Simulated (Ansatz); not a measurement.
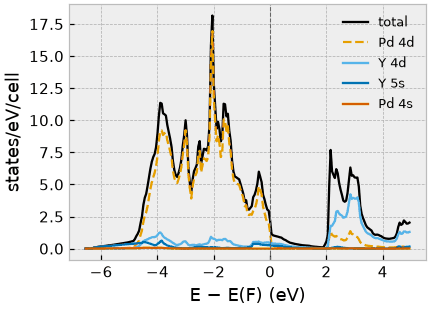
Figure. Total and projected density of states of YPd3 (Cu3Au type, space group No. 221), the program Ansatz at the PBEsol level (PAW)

Problem. Which orbitals carry the states next to the Fermi level?

Solution. Within 0.5 eV of the Fermi level: Pd 4d 66 %, Y 4d 16 %, Y 5s 10 %, outside the projected shells 7 %. Projections are on Löwdin-orthogonalised atomic valence shells; empty p or d shells of many metals are not among them.

Problem. Where is the tallest occupied peak in this window, and what makes it?

Solution. Near -2.0 eV, about 18 states/eV per cell; the largest projected share is Pd 4d.

Space group Pm-3m (Cu3Au type). The workflow started from a Materials Project entry (that database holds measured and hypothetical structures alike); the Crystallography Open Database files this formula in space group No. 221, but the cells were not matched. Its standing as an ambient phase is unchecked. The PBEsol relaxation kept the symmetry of its start; of distortions, only those at the zone centre were tested. The run is not spin-polarised. Scalar-relativistic: spin–orbit coupling is off unless named, which matters more the heavier the elements.

Potentials: the later of the program's two PAW sets.
